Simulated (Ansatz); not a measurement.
# SiO (SMILES O=[Si]) at B88x+PW92c/6-31+G(d) (Cartesian functions)

What is the vertical ionisation energy of SiO at B88x+PW92c/6-31+G* (Cartesian functions)? 

Program for the calculation: Ansatz 0.2.0.

10 further runs of the same task are left out: 1 for a known fault of the program, 9 set aside as unsound or not needed.

## Step 1: The system as given

SiO: 2 atoms, total charge 0, spin state singlet. As SMILES, `O=[Si]`. The shape is that of a PBE0-D4/def2-TZVP optimisation.

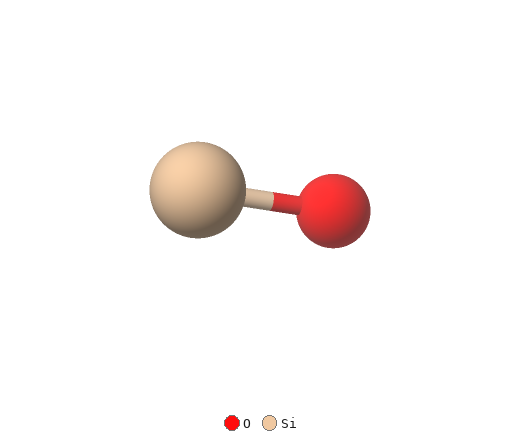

Viewed from a chosen angle; oxygen red, silicon light orange.

## Step 2: Energy and gradient at B88x+PW92c/6-31+G(d) (Cartesian functions)

job.yaml

```yaml
crystal:
  periodic: [false, false, false]
  atoms:
    - {symbol: O, position_ang: [-0.640700, 0.231500, -0.324000]}
    - {symbol: Si, position_ang: [0.640700, -0.231500, 0.324000]}
basis:
  gaussian: {orbitals: 6-31+G_st_.json}
hamiltonian:
  xc:
    text: |
      exchange = b88_x
      correlation = pw_c
accuracy: high
output: {forces: true, orbitals: {seedname: orbitals}}
```

The basis set 6-31+G* is read from a file made from the Basis Set Exchange's data (not shown).

On the command line:

```
$ ansatz run job.yaml --threads 1 --pin off --max-ram 2610MiB --events-out events.jsonl --progress --plain --runs-dir runs
```

The program printed:

```text
Warning: RAYON_NUM_THREADS=1 ignored (pool sized by the plan → 1); use --threads N
Functional definition: unnamed
  exchange = b88_x
  correlation = pw_c
669 factors; integrals over basis functions are off by at most 3.6e-9 eV
mean field evaluation 1: about -9932.9854 eV, gradient 7.8e1 eV
mean field evaluation 2: about -9740.4588 eV, gradient 2.0e2 eV
mean field evaluation 4: about -9944.6172 eV, gradient 1.5e1 eV
mean field evaluation 8: about -9945.2877 eV, gradient 7.5e-1 eV
mean field evaluation 16: about -9945.2861 eV, gradient 1.6e-6 eV
mean field -9945.28613248 eV, -365.4825242116 hartree, gradient 1.9e-8 eV, S^2 0.000000; 0 other end points of the search recorded, 0 dependent functions left out
the calculation of the forces begins
reference -9945.28617143 eV, -365.4825256429 hartree; 11, 11 occupied and 31, 31 virtual orbitals, 669 factors
Total energy: -9945.28617143 eV, -365.4825256429 hartree
Atom 0 at    -0.640700     0.231500    -0.324000 Å, force    -1.907396     0.689187    -0.964564 eV/Å
Atom 1 at     0.640700    -0.231500     0.324000 Å, force     1.907396    -0.689187     0.964564 eV/Å
Dipole moment:     0.519751    -0.187798     0.262836 e Å
```

It took 1.6 s on 1 thread of Arm Neoverse V1, shared host.

## Step 3: The doublet cation

Edit job.yaml of step 2 so:

```diff
@@ -7,2 +7,4 @@
   gaussian: {orbitals: 6-31+G_st_.json}
+total_charge: 1
+magnetization: {spin_polarized: true, initial_magnetization: 1}
 hamiltonian:
```

The basis set 6-31+G* is read from a file made from the Basis Set Exchange's data (not shown).

On the command line:

```
$ ansatz run job.yaml --threads 1 --pin off --max-ram 2610MiB --events-out events.jsonl --progress --plain --runs-dir runs
```

The program printed (excerpt; [...] marks lines left out):

```text
Warning: RAYON_NUM_THREADS=1 ignored (pool sized by the plan → 1); use --threads N
[... 1 set-up line as earlier in the session ...]
[...]
669 factors; integrals over basis functions are off by at most 3.6e-9 eV
[...]
mean field -9933.55028212 eV, -365.0512396655 hartree, gradient 7.3e-8 eV, S^2 0.753622; 4 other end points of the search recorded, 0 dependent functions left out
[...]
reference -9933.55032609 eV, -365.0512412815 hartree; 11, 10 occupied and 31, 32 virtual orbitals, 669 factors
Total energy: -9933.55032609 eV, -365.0512412815 hartree
Atom 0 at    -0.640700     0.231500    -0.324000 Å, force    -1.862105     0.672822    -0.941661 eV/Å
Atom 1 at     0.640700    -0.231500     0.324000 Å, force     1.862105    -0.672822     0.941661 eV/Å
Dipole moment:     0.764339    -0.276174     0.386524 e Å
```

Wall time 4.2 s (1 thread of Arm Neoverse V1, shared host).

## Step 4: What came out

At B88x+PW92c/6-31+G* (Cartesian functions):

```
                                          quantity          value
                         singlet SiO: total energy  -365.48253 Eh
                        singlet SiO: dipole moment         2.94 D
                          singlet SiO: HOMO energy       -7.84 eV
                          singlet SiO: LUMO energy       -3.11 eV
                        singlet SiO: HOMO–LUMO gap        4.73 eV
             singlet SiO: largest force on an atom     2.246 eV/Å
                      doublet cation: total energy  -365.05124 Eh
doublet cation: HOMO energy (highest over α and β)      -16.69 eV
 doublet cation: LUMO energy (lowest over α and β)      -15.69 eV
                              doublet cation: ⟨S²⟩          0.754
          doublet cation: largest force on an atom     2.192 eV/Å
vertical ionisation energy (to the doublet cation)      11.736 eV
```

**Reading.** The vertical ionisation energy comes to 11.74 eV (1132 kJ/mol). The largest force (singlet SiO) is 2.25 eV/Å: the shape isn't a stationary point for this species at this level. −ε(HOMO) before ionisation, 7.84 eV, is 3.90 eV below this ionisation energy.
